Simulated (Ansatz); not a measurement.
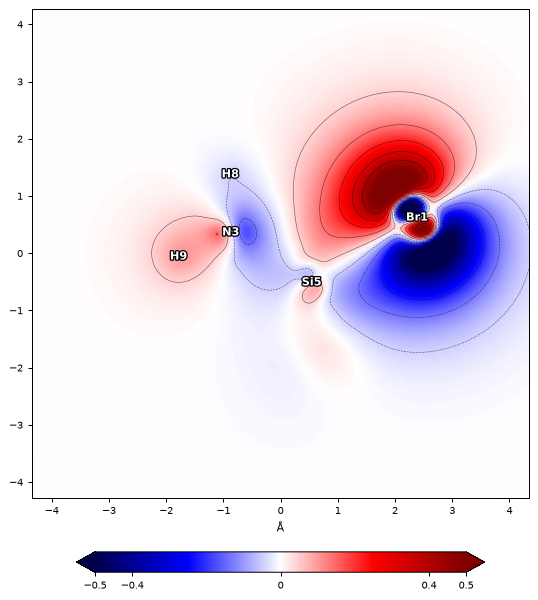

Figure. BrFH$_{4}$NOSi (charge +1). The HOMO−1 on the plane of atoms Br1, Si5 and N3 (values in Å⁻³ᐟ²; the overall sign is arbitrary).

Geometry: B3LYP-D3(BJ)/def2-SVP.

The calculation used Ansatz 0.2.0, isolated molecule in a Gaussian basis; Kohn-Sham density functional theory, functional PBE0.

The calculation's input:

```
crystal:
  periodic: [false, false, false]
  atoms:
    - {symbol: Br, position_ang: [-3.386130, -0.140739, -0.518526]}
    - {symbol: F, position_ang: [-1.625663, -1.155892, -2.959085]}
    - {symbol: "N", position_ang: [-1.085060, 1.467714, -2.174068]}
    - {symbol: O, position_ang: [-0.276664, -0.857427, -0.879911]}
    - {symbol: Si, position_ang: [-1.670287, -0.046320, -1.813068]}
    - {symbol: H, position_ang: [-0.119376, -1.822214, -0.892433]}
    - {symbol: H, position_ang: [0.231508, -0.418374, -0.171781]}
    - {symbol: H, position_ang: [-1.565029, 2.314181, -1.875796]}
    - {symbol: H, position_ang: [-0.394601, 1.638900, -2.903729]}
basis:
  gaussian:
    orbitals: def2-TZVPD
total_charge: 1
output: {forces: true, orbitals: {seedname: orbitals}}
hamiltonian:
  xc: {name: PBE0}
```

Command:

```sh
ansatz run input.yaml --threads 2 --pin off --max-ram 4350MiB --events-out events.jsonl --progress --plain --runs-dir runs
```

> What is the character of this orbital?

Its weight (Hirshfeld) is mainly on Br1 (about 90 %); largely a lone pair of Br1. Its energy is −13.81 eV.
